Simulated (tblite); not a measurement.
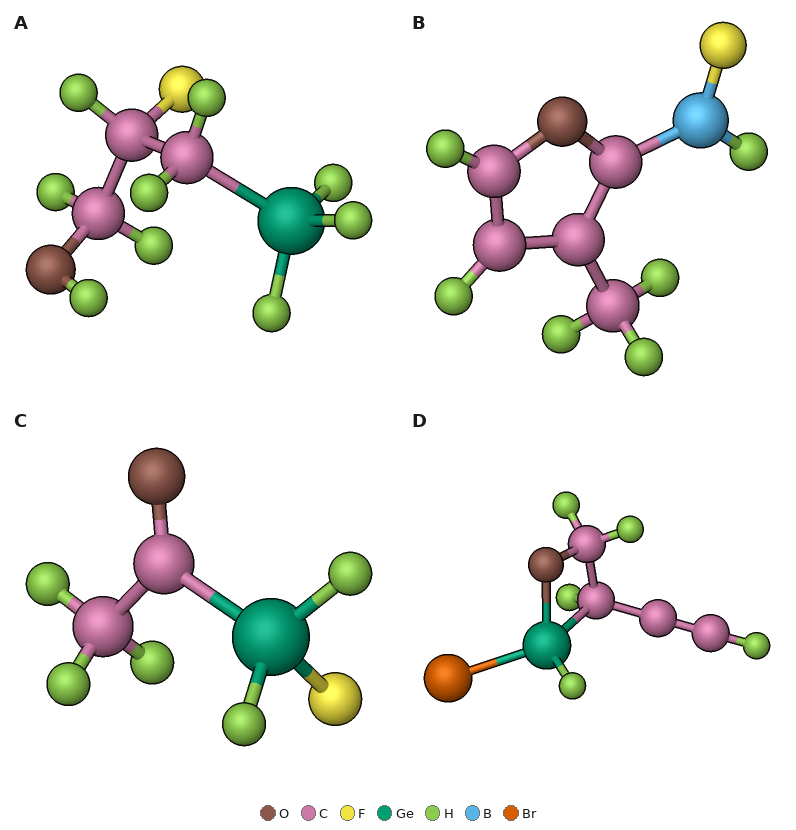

Source: calculation with tblite.

```xyz
10
charge 0, multiplicity 1
C    -1.4747    0.1135   -0.1655
C    -0.2792    0.5934    0.5827
O    -0.2646    1.4939    1.3719
Ge    1.4615   -0.3686    0.1208
F     1.5406   -0.2110   -1.6364
H    -1.6074   -0.9518    0.0258
H    -1.2727    0.2297   -1.2311
H    -2.3714    0.6639    0.1110
H     1.5471   -1.8803    0.2382
H     2.7296    0.3219    0.5602
```

> Which picture belongs to the input above?

C. The file holds C2H5FGeO, `C[C](=O)[GeH2][F]`.
